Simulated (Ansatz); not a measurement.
```xyz
10

Si   -0.0813    0.0651   -0.3090
H    -0.0633    0.0445    1.1775
H     1.3338    0.1516   -0.7563
N    -0.8435    1.4177   -1.0448
H    -1.8200    1.6080   -0.9338
H    -0.3286    2.2341   -1.3073
N    -0.9336   -1.3618   -0.7436
H    -0.9814   -2.1531   -0.1336
H    -1.1185   -1.6084   -1.6960
H     0.0708   -0.3977    5.2978
```

Level of theory: Ansatz, UHF/def2-SVP.

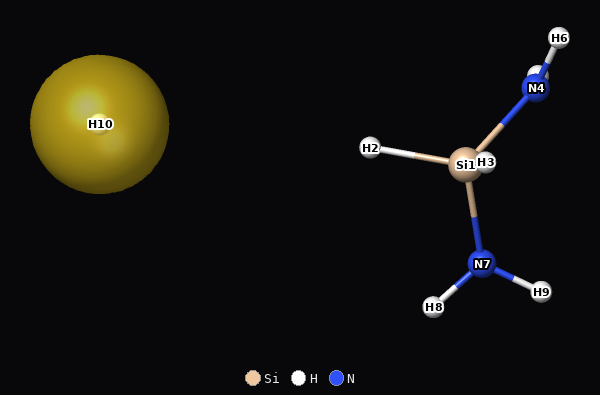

H6N2Si···H (doublet). Isosurface of the spin density (α minus β) at +0.04 e/Å³ (yellow), seen across its widest extent.

> Which atoms carry the spin?

The unpaired spin (1 electron) lies mostly on H10 (about 1.0), in electrons by Hirshfeld's partition.
